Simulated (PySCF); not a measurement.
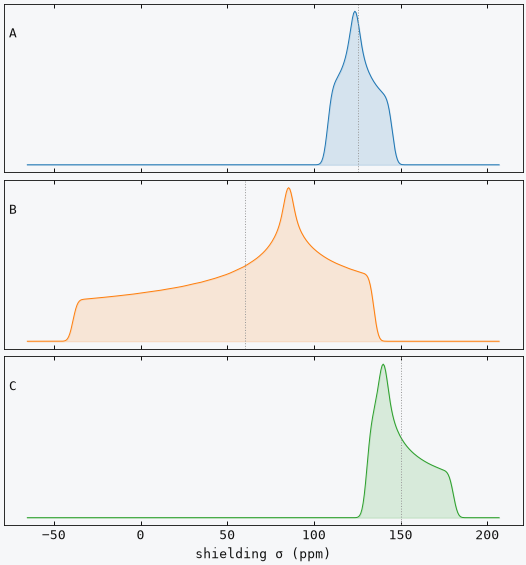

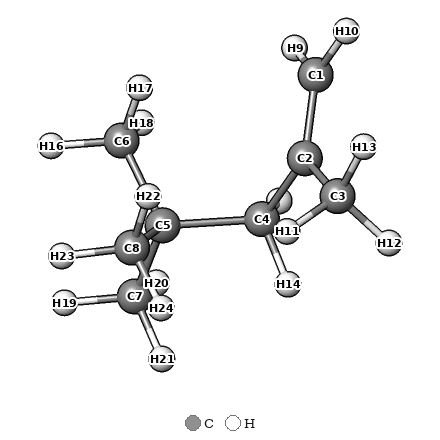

Static powder patterns (¹³C) from GIAO shielding tensors of C₈H₁₆ (diisobutylene), SMILES C=C(C)CC(C)(C)C, PBE/pcSseg-1 in PySCF 2.14.0, at a PBE0-D3(BJ)/def2-SVP geometry (no frequency check); absolute shielding, one fixed geometry of the isolated molecule without any motion, no dipolar terms. The dotted line is the isotropic value; skew is 3(σiso − σ22)/span.

The panels belong to C1, C3 and C4. Which is which?

Answer. panel A: C4, σ11, σ22, σ33 = 108, 124, 145 ppm, isotropic 126, span 37 ppm, skew 0.15; panel B: C1, σ11, σ22, σ33 = −39, 85, 135 ppm, isotropic 60, span 174 ppm, skew −0.43; panel C: C3, σ11, σ22, σ33 = 130, 140, 180 ppm, isotropic 150, span 50 ppm, skew 0.61.

Known limits of this run: one conformer of a flexible molecule.
